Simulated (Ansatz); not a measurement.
We consider zinc-blende MgTe (metastable phase), described by rVV10 (PAW; Ansatz, a program for electronic structure).

Numerical settings: plane-wave cutoff 520 eV, 10×10×10 k mesh, Fermi–Dirac smearing 0.01 eV, scalar-relativistic PAW data made under PBE.

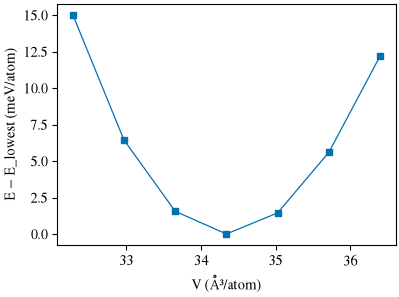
Fig. 1. Total energy against volume

Question: From the curve, estimate the equilibrium volume and the bulk modulus.

Answer: V0 ≈ 34.3 Å³/atom and B0 ≈ 35 GPa; the fit gives V0 = 34.341 Å³/atom, B0 = 35.0 GPa, B′ = 4.2.

Measured, for comparison: equilibrium volume per atom 33.08 Å³/atom (room temperature, no zero-point or thermal correction, from epitaxial CdTe/MgTe superlattices; as tabulated in Lucero et al. (2012), arXiv:1111.4515). Computed (rounded) less measured: equilibrium volume per atom +3.8 %.

Spin–orbit coupling is not included.

The computed numbers hold no vibrational or temperature effects.
